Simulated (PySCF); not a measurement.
```xyz
16

O    -2.5799    1.4675    0.7403
Si   -2.6264    0.3460   -0.4423
Si   -1.0737   -1.3318   -0.0810
C     0.6407   -0.5818    0.1278
C     1.3411   -0.3360    1.2728
C     2.5718    0.3227    1.0637
C     2.8000    0.5848   -0.2483
S     1.5151    0.0277   -1.2449
H    -1.7915    1.9543    0.9613
H    -2.4233    1.0199   -1.7335
H    -4.0162   -0.0822   -0.3289
H    -1.2555   -2.1309    1.1410
H    -0.9911   -2.2749   -1.2033
H     0.9843   -0.6301    2.2447
H     3.2527    0.5856    1.8539
H     3.6443    1.0681   -0.6986
```

Geometry: GFN2-xTB.

Level of theory: CAM-B3LYP/def2-SVPD, SCF density, gas phase in PySCF 2.14.0.

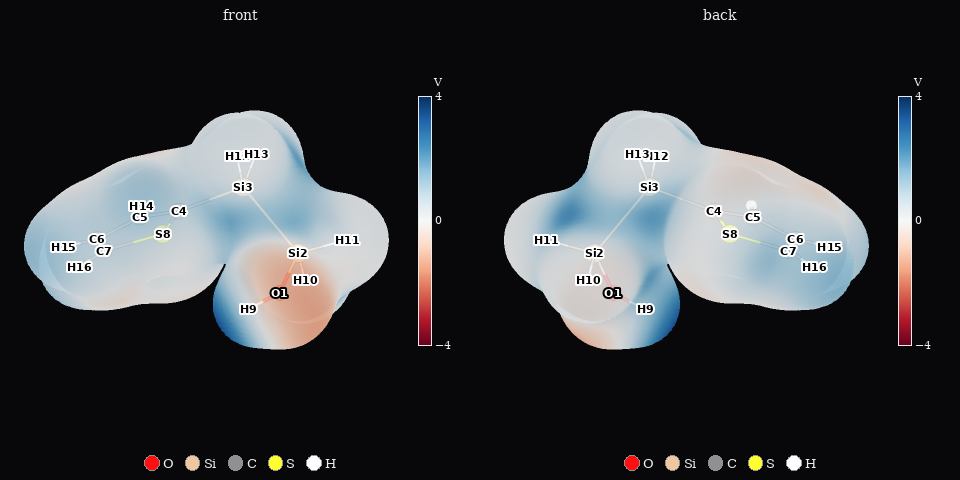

C4H8OSSi2 (SMILES O[SiH2][SiH2]c1cccs1). The molecular electrostatic potential painted on the density surface at 0.004 e/bohr³, seen from the front and from behind; the colour scale runs from red (negative) to blue (positive).

### Where is the surface potential most negative and most positive?

The most negative region (about −1.5 V) lies over O1, the most positive (about +3.2 V) over H9. O1 is the likeliest acceptor of a hydrogen bond.

### What dipole moment does the calculation give?

Its dipole moment is 1.76 D.
